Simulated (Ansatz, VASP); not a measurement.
# Cross-check of SrTiC2 between VASP and Ansatz, part 2 of 2

Wanted: the spread between two codes on one cell, functional and k mesh. The cell is invented: other elements were put on sites of a known structure type. It may not be a known or stable phase. The cell is taken from a series of VASP runs on this material, whose earlier steps may have relaxed, scaled or displaced it; both programs get it as it stands. Valence electrons are named where the data sets of a main pair hold unlike numbers.

VASP 6.6.1 and Ansatz 0.2.0.

So far. Step 3 (Ansatz: single point, RPBE with D4): The run ends at a pressure of -0.20 GPa, with forces up to 0.020 eV/Å.

## Step 5: Ansatz: electric field gradients, RPBE with D4

Level of this step: Ansatz beside VASP: Kohn-Sham DFT, plane waves, RPBE with D4 (Ansatz).

Field gradients test the density near the nuclei, where the PAW reconstruction matters most.

The cell is taken from a series of VASP runs on this material, whose earlier steps may have relaxed, scaled or displaced it; both programs get it as it stands.

input.yaml

```yaml
crystal:
  lattice:
    - [4.0346161303, 0.0, 0.0009430178]
    - [0.0, 4.2016994997, 0.0]
    - [-0.0067034805, 0.0, 4.0479623131]
  atoms:
    - { symbol: Sr, position: [0.0, 0.6260963311, 0.5] }
    - { symbol: Ti, position: [0.5, 0.126335186, 0.0] }
    - { symbol: C, position: [0.0, 0.0241070137, 0.0] }
    - { symbol: C, position: [0.5, 0.2249264692, 0.5] }
hamiltonian:
  xc: rpbe
  pseudopotentials: { kind: paw }
  dispersion: d4
kpoints:
  mp_grid: { grid: [6, 5, 6] }
scf:
  occupations: { method: gaussian, width: 0.05 }
  n_extra_bands: 5
output:
  forces: true
  stress: true
  eigenvalues: true
  efg: {}
```

Run with:

```console
ansatz run input.yaml --threads 2 --pin off --max-ram 4608MiB --backend cpu --events-out ev --progress --plain --runs-dir out
```

Numbers of over 12 decimals in the logs are rounded to 6 here.

The program printed:

```text
[...]
Sr: output.efg is read without spin–orbit coupling, which moves field gradients at and beside such atoms by some per cent and up to a factor of two; PAW files take it under magnetization.noncollinear and magnetization.spin_orbit
[...]
Crystal: 4 atoms, lattice volume = 68.622 Å³
[...]
k-point 0: bands = [... 11 lower, 7.5573, 7.5706, 7.8415, 8.6046, 8.6220, 10.2300, 10.4708, 12.2831, ... 1 higher]
  k-point 1: bands = [... 11 lower, 7.1834, 7.5429, 7.7168, 8.3343, 8.4672, 10.5107, 10.6274, 11.3446, ... 1 higher]
  k-point 2: bands = [... 11 lower, 7.0765, 7.4664, 7.5026, 7.9367, 8.6059, 9.7833, 10.8959, 11.1639, ... 1 higher]
  k-point 59: bands = [... 11 lower, 5.7464, 6.3832, 7.2370, 7.2429, 9.4660, 10.4782, 11.2263, 12.0725, ... 1 higher]
[key lines of the parts left out:]
SCF converged after 8 iterations
Free energy (F): -6558.828192 eV
Fermi energy:    8.577348 eV
P = ⅓ Tr σ = -0.2068 GPa (-2.068 kbar)
```

The job ended after 4.5 s (2 threads of Arm Neoverse V2, shared host; peak memory 0.43 GiB; 8.6 s of CPU time).

The run ends at a pressure of -0.21 GPa, with forces up to 0.013 eV/Å.

## Step 6: VASP: electric field gradients, RPBE with D4

The same cell, functional, mesh and smearing now go to VASP, with its own data sets.

INCAR

```
SYSTEM = SrTiC2
PREC = Accurate
ENCUT = 520
EDIFF = 1E-07
NELM = 100
ISMEAR = 0
SIGMA = 0.05
LREAL = .FALSE.
ALGO = Normal
GGA = RP
IVDW = 13
NBANDS = 21
LORBIT = 11
LWAVE = .FALSE.
LCHARG = .FALSE.
KPAR = 2
LEFG = .TRUE.
LASPH = .TRUE.
```

POSCAR

```
SrTiC2
1.0
    4.0346161303      0.0000000000      0.0009430178
    0.0000000000      4.2016994997      0.0000000000
   -0.0067034805      0.0000000000      4.0479623131
Sr Ti C
1 1 2
Direct
    0.0000000000      0.6260963311      0.5000000000
    0.5000000000      0.1263351860      0.0000000000
    0.0000000000      0.0241070137      0.0000000000
    0.5000000000      0.2249264692      0.5000000000
```

KPOINTS

```
Automatic mesh
0
Gamma
6 5 6
0 0 0
```

The projector-augmented-wave data sets are Sr_sv, Ti_sv and C (PBE family, release 64).

Run with:

```console
mpirun -np 2 vasp_std
```

The program printed:

```text
[banner, memory and clock lines left out]
running    2 mpi-ranks, on    1 nodes
[...]
[... a notice as in an earlier step ...]

 LDA part: xc-table for (Slater+PW92), standard interpolation
 POSCAR, INCAR and KPOINTS ok, starting setup
[...]
entering main loop
       N       E                     dE             d eps       ncg     rms          rms(c)
DAV:   1     0.270856367114E+03    0.27086E+03   -0.14943E+04  2520   0.146E+03
DAV:   2     0.352003541606E+01   -0.26734E+03   -0.25647E+03  2596   0.402E+02
DAV:   3    -0.289285939859E+02   -0.32449E+02   -0.31586E+02  4606   0.114E+02
DAV:   4    -0.306767295856E+02   -0.17481E+01   -0.17407E+01  3065   0.248E+01
[...]
DAV:  15    -0.243969868346E+02   -0.27159E-06   -0.17882E-05  4005   0.270E-02    0.443E-03
DAV:  16    -0.243969871929E+02   -0.35831E-06   -0.13560E-06  3115   0.882E-03    0.176E-03
DAV:  17    -0.243969871498E+02    0.43093E-07   -0.18471E-07  2510   0.310E-03
ion   1
[...]
0.0000000     0.0000000     0.0000000   -38.0325231    -0.1877852    21.9611444
     0.0000266     0.0000000     0.0000000   -38.0325198    -0.1877852    21.9611425
     0.0000367     0.0000000     0.0000000   -38.0325175    -0.1877852    21.9611412
     0.0000505     0.0000000     0.0000000   -38.0325136    -0.1877852    21.9611389
     0.0000695     0.0000000     0.0000000   -38.0325068    -0.1877852    21.9611351

ion   4
     0.0000000     0.0000000     0.0000000    22.8961376    -0.2167959   -13.1843136
     0.0000266     0.0000000     0.0000000    22.8961375    -0.2167959   -13.1843135
     0.0000367     0.0000000     0.0000000    22.8961374    -0.2167959   -13.1843135
     0.0000505     0.0000000     0.0000000    22.8961372    -0.2167959   -13.1843134
     0.0000695     0.0000000     0.0000000    22.8961369    -0.2167959   -13.1843132

     0.0000000     0.0000000     0.0000000    37.8625589    -0.3613869   -21.9480003
     0.0000266     0.0000000     0.0000000    37.8625556    -0.3613869   -21.9479984
     0.0000367     0.0000000     0.0000000    37.8625534    -0.3613868   -21.9479971
     0.0000505     0.0000000     0.0000000    37.8625494    -0.3613868   -21.9479948
     0.0000695     0.0000000     0.0000000    37.8625428    -0.3613867   -21.9479909

   1 F= -.25773117E+02 E0= -.25771617E+02  d E =-.299946E-02
```

OUTCAR, selected parts (step 6):

```text
  Edisp (eV):   -1.37613

  Total      -0.00835     0.03402    -0.05248     0.00000     0.00000     0.00605
  in kB      -0.19485     0.79426    -1.22522     0.00000     0.00000     0.14129
  external pressure =       -0.21 kB  Pullay stress =        0.00 kB

 POSITION                                       TOTAL-FORCE (eV/Angst)
 -----------------------------------------------------------------------------------
     -0.00335      2.63067      2.02398         0.000000     -0.002119      0.000000
      2.01731      0.53082      0.00047         0.000000      0.000766      0.000000
      0.00000      0.10129      0.00000         0.000000      0.005532      0.000000
      2.01396      0.94507      2.02445        -0.000000     -0.004178      0.000000
 -----------------------------------------------------------------------------------
    total drift:                               -0.000000      0.000042      0.000001

  FREE ENERGIE OF THE ION-ELECTRON SYSTEM (eV)
  ---------------------------------------------------
  free  energy   TOTEN  =       -25.7731168918 eV

  energy  without entropy=      -25.7701174276  energy(sigma->0) =      -25.77161716

[... 1 part as in an earlier step ...]

[... 2 further parts left out ...]
[key lines of the parts left out:]
E-fermi :   3.9296
```

The k-mesh is coarse for a metal.

The run ends at a pressure of -0.02 GPa, with forces up to 0.0055 eV/Å.

## Step 7: Differences

What differs besides the data sets and the points named for the pairs above, as far as they apply: Ansatz adds the response of the frozen cores to the gradients, VASP leaves it out. Total energies have different zeros and are not compared.

Both answers:

```csv
quantity,Ansatz,VASP,difference
pressure (GPa),-0.21,-0.02,-0.19
pressure without Ansatz's Pulay correction (GPa),-0.34,-0.02,-0.32
Vzz at Sr1 (V/Å²),-14.3,-13.7,-0.7
Vzz at Ti2 (V/Å²),163.3,150.3,+13.0
Vzz at C3 (V/Å²),43.6,45.9,-2.3
Vzz at C4 (V/Å²),43.5,45.8,-2.3
```

At this near-relaxed geometry the largest component of a force difference is 17 meV/Å. Ansatz's pressure holds a Pulay correction of 0.13 GPa; VASP's holds none.

## Step 8: VASP: band structure, RPBE with D4, spin-orbit coupling

With cell and atoms fixed, the geometry can't cause a difference; cores, projectors, grids and the points listed under the comparison can.

INCAR

```
SYSTEM = SrTiC2
PREC = Accurate
ENCUT = 520
EDIFF = 1E-06
NELM = 100
ISMEAR = 0
SIGMA = 0.05
LREAL = .FALSE.
ALGO = Normal
GGA = RP
IVDW = 13
LNONCOLLINEAR = .TRUE.
MAGMOM = 0 0 0 0 0 0 0 0 0 0 0 0
NBANDS = 42
GGA_COMPAT = .FALSE.
LASPH = .TRUE.
LSORBIT = .TRUE.
LMAXMIX = 4
LORBIT = 11
LWAVE = .FALSE.
LCHARG = .FALSE.
KPAR = 2
```

POSCAR is that of step 6.

KPOINTS

```
Automatic mesh
0
Gamma
5 4 5
0 0 0
```

KPOINTS_OPT

```
Line mode
16
Line-mode
Reciprocal
  0.00000000   0.00000000   0.00000000 GAMMA
  0.00000000   0.00000000   0.50000000 Y

  0.00000000   0.00000000   0.50000000 Y
 -0.49929222   0.00000000   0.50071248 H

 -0.49929222   0.00000000   0.50071248 H
 -0.50000000   0.00000000   0.50000000 C

 -0.50000000   0.00000000   0.50000000 C
 -0.50000000   0.50000000   0.50000000 E

 -0.50000000   0.50000000   0.50000000 E
 -0.50070778   0.50000000   0.49928752 M1

 -0.50070778   0.50000000   0.49928752 M1
 -0.50000000   0.50000000   0.00000000 A

 -0.50000000   0.50000000   0.00000000 A
 -0.50000000   0.00000000   0.00000000 X

 -0.50000000   0.00000000   0.00000000 X
 -0.50070778   0.00000000   0.49928752 H1

 -0.49929222   0.50000000   0.50071248 M
  0.00000000   0.50000000   0.50000000 D

  0.00000000   0.50000000   0.50000000 D
  0.00000000   0.50000000   0.00000000 Z

  0.00000000   0.00000000   0.50000000 Y
  0.00000000   0.50000000   0.50000000 D
```

Run with:

```console
mpirun -np 2 vasp_ncl
```

The program printed:

```text
[... set-up lines as in an earlier step ...]
 entering main loop
       N       E                     dE             d eps       ncg     rms          rms(c)
DAV:   1     0.314873192972E+03    0.31487E+03   -0.14368E+04  4368   0.147E+03
DAV:   2     0.138580942064E+02   -0.30102E+03   -0.28876E+03  4486   0.430E+02
DAV:   3    -0.270273530349E+02   -0.40885E+02   -0.39843E+02  6950   0.136E+02
DAV:   4    -0.306829776886E+02   -0.36556E+01   -0.36277E+01  6390   0.362E+01
[...]
DAV:  14    -0.244877077348E+02   -0.14053E-04   -0.44561E-05  5594   0.538E-02    0.333E-02
DAV:  15    -0.244876959358E+02    0.11799E-04   -0.49159E-05  6092   0.610E-02    0.749E-03
DAV:  16    -0.244876966947E+02   -0.75892E-06   -0.37108E-06  4522   0.128E-02
   1 F= -.25863826E+02 E0= -.25862579E+02  d E =-.249495E-02  mag=    -0.0000    -0.0000    -0.0000
 Start KPOINTS_OPT (optional k-point list driver)
k-point batch [1-52\176]
       N       E                     dE             ncg
DAV:   1    -0.376858966392E+04   -0.39925E+05     4368
DAV:   2    -0.190347949699E+05   -0.15266E+05     4532
DAV:   3    -0.209539931280E+05   -0.19192E+04     6836
DAV:   4    -0.211612993715E+05   -0.20731E+03     6406
[...]
DAV:   8    -0.211718862026E+05   -0.43484E-03     6206
DAV:   9    -0.211718862278E+05   -0.25149E-04     5480
DAV:  10    -0.211718862284E+05   -0.60903E-06     3078
[...]
k-point batch [157-176\176]
       N       E                     dE             ncg
DAV:   1     0.284199968253E+05   -0.16531E+05     1680
DAV:   2     0.225033783606E+05   -0.59166E+04     1738
DAV:   3     0.217629376090E+05   -0.74044E+03     2576
DAV:   4     0.216852462641E+05   -0.77691E+02     2536
[...]
DAV:   8     0.216812118374E+05   -0.96932E-04     2406
DAV:   9     0.216812118322E+05   -0.52097E-05     1968
DAV:  10     0.216812118321E+05   -0.12524E-06     1256
```

Parts of OUTCAR (step 8):

```text
  Edisp (eV):   -1.37613

  Total      -0.06841     0.09416    -0.11726     0.00000     0.00000     0.00318
  in kB      -1.59728     2.19851    -2.73787     0.00000     0.00000     0.07434
  external pressure =       -0.71 kB  Pullay stress =        0.00 kB

 POSITION                                       TOTAL-FORCE (eV/Angst)
 -----------------------------------------------------------------------------------
     -0.00335      2.63067      2.02398         0.000000     -0.000587      0.000000
      2.01731      0.53082      0.00047         0.000000     -0.003274      0.000000
      0.00000      0.10129      0.00000         0.000000     -0.015218      0.000000
      2.01396      0.94507      2.02445        -0.000000      0.019079      0.000000
 -----------------------------------------------------------------------------------
    total drift:                                0.000000      0.000013     -0.000000

  FREE ENERGIE OF THE ION-ELECTRON SYSTEM (eV)
  ---------------------------------------------------
  free  energy   TOTEN  =       -25.8638264367 eV

  energy  without entropy=      -25.8613314906  energy(sigma->0) =      -25.86257896

 magnetization (x)
# of ion       s       p       d       tot
------------------------------------------
    1        0.000   0.000   0.000   0.000
    2        0.000   0.000   0.000   0.000
    3        0.000   0.000   0.000   0.000
    4        0.000   0.000   0.000   0.000
--------------------------------------------------
tot          0.000   0.000   0.000   0.000

 magnetization (y)
# of ion       s       p       d       tot
------------------------------------------
    1       -0.000  -0.000  -0.000  -0.000
    2        0.000  -0.000   0.000   0.000
    3        0.000  -0.000   0.000  -0.000
    4       -0.000   0.000   0.000   0.000
--------------------------------------------------
tot         -0.000  -0.000   0.000   0.000

 magnetization (z)
# of ion       s       p       d       tot
------------------------------------------
    1        0.000   0.000   0.000   0.000
    2        0.000   0.000   0.000   0.000
    3        0.000   0.000   0.000   0.000
    4        0.000   0.000   0.000   0.000
--------------------------------------------------
tot          0.000   0.000   0.000   0.000

[... 1 part as in an earlier step ...]

[... 2 further parts left out ...]
[key lines of the parts left out:]
E-fermi :   3.9239
```

Within 0.02 Å the cell has space group P-4m2; at a tight tolerance a small distortion makes it P2.

## Step 9: Ansatz: band structure, RPBE with D4, spin-orbit coupling

The same cell, functional, mesh and smearing now go to Ansatz, which takes its cutoff from its data sets.

The cell is taken from a series of VASP runs on this material, whose earlier steps may have relaxed, scaled or displaced it; both programs get it as it stands.

input.yaml

```yaml
crystal:
  lattice:
    - [4.0346161303, 0.0, 0.0009430178]
    - [0.0, 4.2016994997, 0.0]
    - [-0.0067034805, 0.0, 4.0479623131]
  atoms:
    - { symbol: Sr, position: [0.0, 0.6260963311, 0.5] }
    - { symbol: Ti, position: [0.5, 0.126335186, 0.0] }
    - { symbol: C, position: [0.0, 0.0241070137, 0.0] }
    - { symbol: C, position: [0.5, 0.2249264692, 0.5] }
hamiltonian:
  xc: rpbe
  pseudopotentials: { kind: paw_fr }
  dispersion: d4
magnetization:
  noncollinear: true
  spin_orbit: true
kpoints:
  mp_grid: { grid: [5, 4, 5] }
  band_path:
    path:
      - [0.0, 0.0, 0.0]
      - [0.0, 0.0, 0.2]
      - [0.0, 0.0, 0.4]
      - [-0.06657, 0.0, 0.50009]
      - [-0.26629, 0.0, 0.50038]
      - [-0.46601, 0.0, 0.50066]
      - [-0.49948, 0.0, 0.50052]
      - [-0.49976, 0.0, 0.50024]
      - [-0.5, 0.0, 0.5]
      - [-0.5, 0.2, 0.5]
      - [-0.5, 0.4, 0.5]
      - [-0.50009, 0.5, 0.4999]
      - [-0.50038, 0.5, 0.49962]
      - [-0.50066, 0.5, 0.49934]
      - [-0.50052, 0.5, 0.36614]
      - [-0.50024, 0.5, 0.16643]
      - [-0.5, 0.5, 0.0]
      - [-0.5, 0.3, 0.0]
      - [-0.5, 0.1, 0.0]
      - [-0.50009, 0.0, 0.06657]
      - [-0.50038, 0.0, 0.26629]
      - [-0.50066, 0.0, 0.466]
      - [-0.36615, 0.5, 0.50052]
      - [-0.16643, 0.5, 0.50024]
      - [0.0, 0.5, 0.5]
      - [0.0, 0.5, 0.3]
      - [0.0, 0.5, 0.1]
      - [0.0, 0.06667, 0.5]
      - [0.0, 0.26667, 0.5]
      - [0.0, 0.5, 0.5]
    npoints: 1
scf:
  occupations: { method: gaussian, width: 0.05 }
  n_extra_bands: 16
output:
  forces: true
  stress: true
  eigenvalues: true
```

Run with:

```console
ansatz run input.yaml --threads 2 --pin off --max-ram 4608MiB --backend cpu --events-out ev --progress --plain --runs-dir out
```

The program printed:

```text
[...]
non-collinear run that drives no moment, with spin-orbit: no starting moment large enough to seed its density (crystal.atoms[].spin), no starting occupations that ask for one, no magnetisation constraint and no magnetic field, so the semilocal B_xc is pinned to zero
Crystal: 4 atoms, lattice volume = 68.622 Å³
[...]
k-point 0: bands = [... 26 lower, 7.8430, 7.8430, 8.6030, 8.6030, 8.6220, 8.6220, 10.2272, 10.2272, ... 12 higher]
  k-point 1: bands = [... 26 lower, 7.6460, 7.6596, 8.2403, 8.2469, 8.4515, 8.4535, 10.5263, 10.5318, ... 12 higher]
  k-point 2: bands = [... 26 lower, 7.4857, 7.4896, 7.8369, 7.8408, 8.7810, 8.7811, 9.4639, 9.4717, ... 12 higher]
  k-point 38: bands = [... 26 lower, 6.8963, 6.8990, 8.0177, 8.0348, 9.6131, 9.6296, 10.3561, 10.3736, ... 12 higher]
[key lines of the parts left out:]
SCF converged after 12 iterations
Magnetization: |M| = 0.0000 μB,  M = (+0.0000, +0.0000, +0.0000) μB
Free energy (F): -6559.507201 eV
Fermi energy:    8.571263 eV
P = ⅓ Tr σ = -0.2395 GPa (-2.395 kbar)
```

Wall time 26 s (2 threads); peak memory 0.64 GiB.

## Step 10: Differences

What differs besides the data sets and the points named for the pairs above, as far as they apply: spin-orbit coupling enters by fully relativistic files in Ansatz and inside the spheres in VASP. Total energies have different zeros and are not compared.

The two programs side by side:

```csv
quantity,Ansatz,VASP,difference
pressure (GPa),-0.24,-0.07,-0.17
pressure without Ansatz's Pulay correction (GPa),-0.37,-0.07,-0.30
```

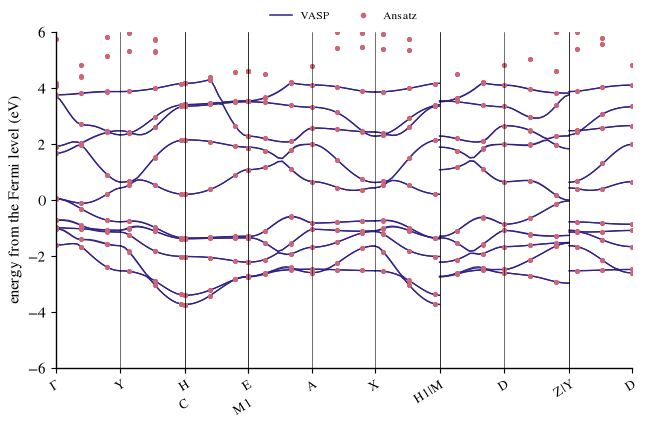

Bands from VASP (lines) and levels from Ansatz (dots). Dots without a line are higher empty bands that the VASP plot leaves out.

At this near-relaxed geometry the largest component of a force difference is 16 meV/Å. Levels from 3 eV below to 2 eV above the Fermi level differ by 6 meV r.m.s. and 17 meV at most; each VASP level is matched to the nearest of Ansatz, which flatters the figure a little. Ansatz's pressure holds a Pulay correction of 0.13 GPa; VASP's holds none.

## Step 11: Outcome

- difference in pressure (single point, RPBE with D4): -0.22 GPa
- r.m.s. force difference (single point, RPBE with D4): 8.5 meV/Å
- difference in Vzz at Ti2 (electric field gradients, RPBE with D4): 13 V/Å²
- r.m.s. force difference (electric field gradients, RPBE with D4): 6.9 meV/Å
- r.m.s. difference of levels near the Fermi level (band structure, RPBE with D4, spin-orbit coupling): 5.6 meV
- r.m.s. force difference (band structure, RPBE with D4, spin-orbit coupling): 6.2 meV/Å

In words: The r.m.s. force difference is 8.5 meV/Å (single point, RPBE with D4), within the 12 meV/Å picked in this series as the mark of a large difference. How closely two codes agree says nothing of how well the functional describes the real material.

[Lines on the potential files, build, host, timing and source positions are cut from VASP's logs without a mark.]

[Logs are printed without paths, hosts, clocks, repeated set-up lines and the standing remarks that a program may print on its own settings, such as how far it seeks lower states.]

[Hosts, paths, dates, database ids (printed as entryN), source tags and the programs' standing remarks are cut or masked in the printed files.]
